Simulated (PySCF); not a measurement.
CH₅Al, SMILES [CH3][AlH2] at its B3LYP/def2-SVP optimised geometry (Å):

```
7

Al     0.2277     0.5271     0.0000
H      1.8184     0.5271     0.0000
H     -0.5355     1.9224     0.0000
C     -0.7544    -1.1706    -0.0336
H     -0.7165    -1.6049    -1.0508
H     -1.8184    -1.0656     0.2338
H     -0.3012    -1.9224     0.6357
```

Level of theory: PySCF with B3LYP/def2-TZVP.

Map of the electrostatic potential (hartree/e), clipped to [-0.08, 0.12] on the plane z = 1.0 Å:

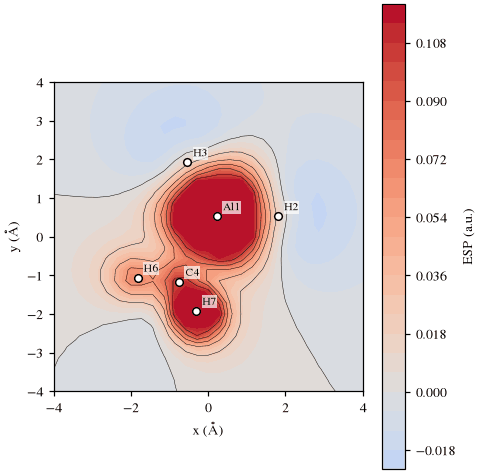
Fig. 1. Electrostatic potential (hartree/e), clipped to [-0.08, 0.12] on the plane z = 1.0 Å.
